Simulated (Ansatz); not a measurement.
**C2H4Ca (SMILES [CH2]1[CH2][Ca]1) (triplet): density, localisation and related maps**

```yaml
atoms:
  - { symbol: C, position_ang: [0.8938, -0.0388, 0.7565] }
  - { symbol: C, position_ang: [-0.2223, 0.0874, -0.1113] }
  - { symbol: Ca, position_ang: [-1.1161, 0.2427, 2.2211] }
  - { symbol: H, position_ang: [1.3418, -1.0233, 0.9428] }
  - { symbol: H, position_ang: [1.5739, 0.8089, 0.9101] }
  - { symbol: H, position_ang: [-0.6445, -0.7988, -0.6022] }
  - { symbol: H, position_ang: [-0.4127, 1.0335, -0.6343] }
```

Geometry: PBE0-D3(BJ)/def2-SVP.

All numbers below come from Ansatz, isolated molecule in a Gaussian basis; Kohn-Sham density functional theory, functional PBE0.

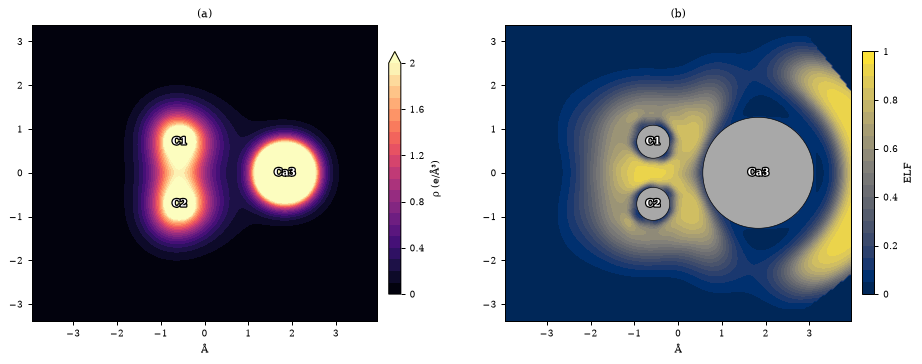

Figure 1. (a) electron density; (b) ELF on the plane of atoms C2, C1 and Ca3. Grey discs cover the atomic cores in the ELF map.

Q: Interpret the plot.

A: Atoms in the plane: C and Ca.
C–C (1.42 Å): the density is about 2 e/Å³ at the midpoint; the ELF peaks at about 0.95 between the atoms; localised, covalent bonding.
C–Ca (2.50 Å): ρ at the midpoint is about 0.27 e/Å³; the ELF peaks at about 0.80 in the valence shell of C, 0.8 Å from its nucleus, and is about 0.20 at the midpoint.

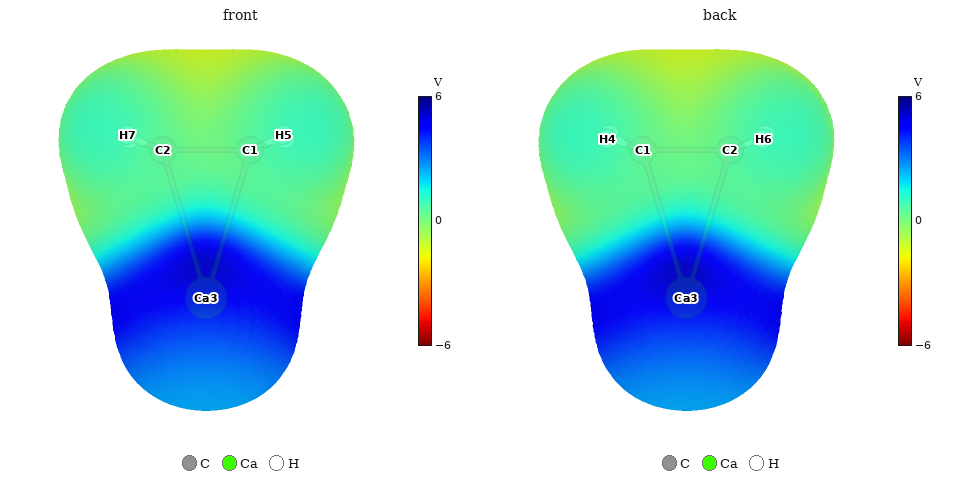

Figure 2. The electrostatic potential painted on the density surface at 0.004 e/bohr³, seen from the front and from behind; red is negative and blue positive.

Q: Where is the surface potential most negative and most positive?

A: The most negative region (about −1.3 V) lies over C1 and C2, the most positive (about +5.1 V) over Ca3.

Q: How polar is the molecule by this calculation?

A: Its dipole moment is 1.08 D.

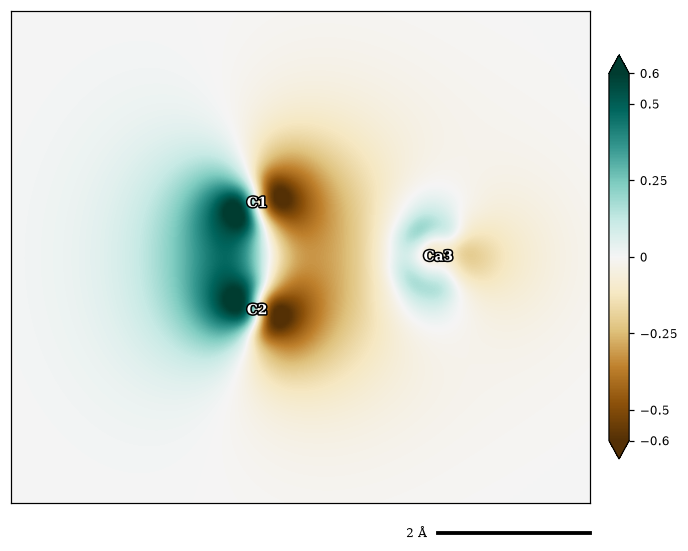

Figure 3. One frontier orbital on the plane of atoms C2, C1 and Ca3 (values in Å⁻³ᐟ²; the overall sign is arbitrary).

Q: Which orbital is it: HOMO (β) or LUMO (β)?

A: The HOMO (β), at −7.06 eV. It lies mainly on C1 (about 40 %), C2 (about 40 %) and Ca3 (about 15 %).
